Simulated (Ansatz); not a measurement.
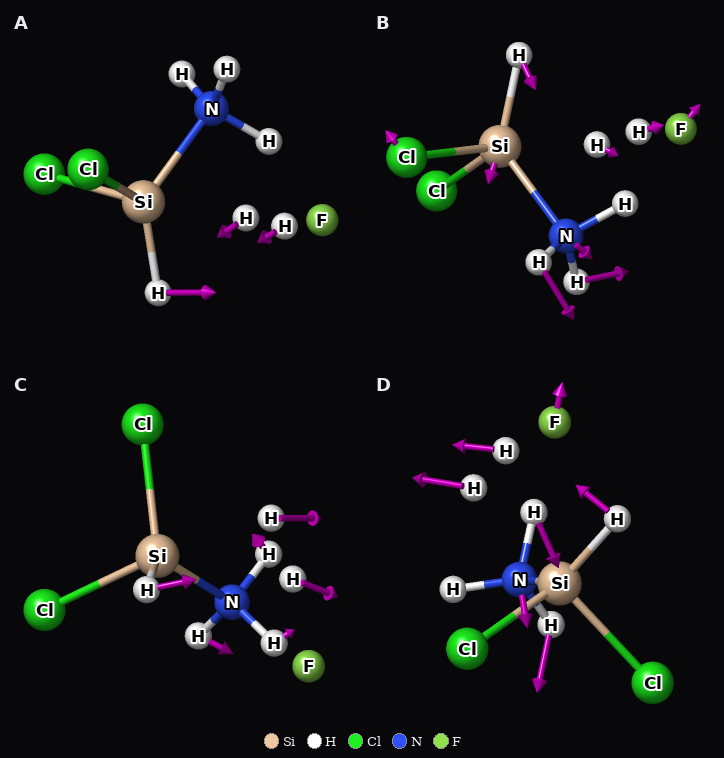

4 normal modes of one molecule or complex, as arrows. Harmonic vibrations computed with RKS PBE0-D4/def2-SVP (Ansatz 0.2.0) at a stationary point of the same level. It is a saddle point of order 1.

Match the panels to the wavenumbers 264 cm⁻¹, 452 cm⁻¹, 658 cm⁻¹, 1032 cm⁻¹.

A: 1032 cm⁻¹, Cl–Si–H bending
B: 264 cm⁻¹
C: 658 cm⁻¹
D: 452 cm⁻¹
